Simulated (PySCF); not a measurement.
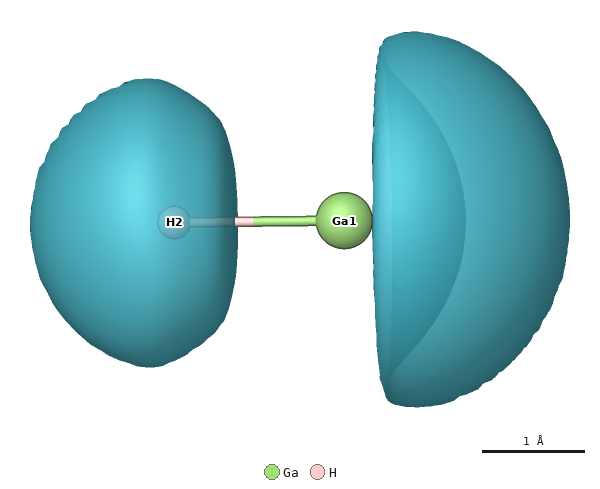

*GaH. Isosurface of the electron localisation function at 0.75 (cyan), seen from one side. Core shells and regions of very low density are left out.*

The calculation used PBE0/def2-SVPD, non-relativistic Hamiltonian with scalar-relativistic core potentials where named, at a bond length of 1.683 Å in PySCF 2.14.0.

> Identify the bonds, lone pairs and shells in this picture.

At this value the surface marks out one region around a hydrogen nucleus and one lobe on Ga, pointing away from the bonds (lone pairs). Profiles from the grid: Ga–H (1.68 Å): the ELF climbs to about 1 towards the hydrogen.
